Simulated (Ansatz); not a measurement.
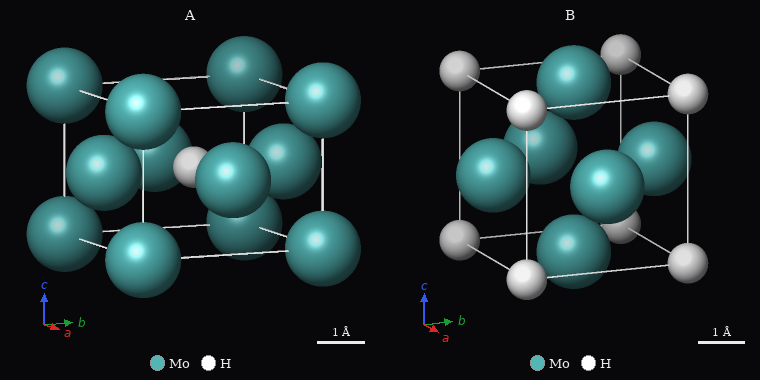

Two structures of Mo$_{3}$H, each relaxed to rest (conventional cells in solid outline, small ones repeated, not to one scale). Method: DFT PBE, scalar-relativistic, plane waves, PAW (Ansatz 0.2.0), without spin polarisation.

### Identify the two structures.

A: 4 atoms a cell on a primitive tetragonal lattice, P4/mmm. B: Cu₃Au (L1₂) type, Pm-3m.

### Which form lies lower?

A is lower, by 335 meV/atom at this level of theory (energies at zero smearing). Volumes: A 14.0, B 13.7 Å³/atom.

One or both may be structure types tried for this composition rather than known phases.
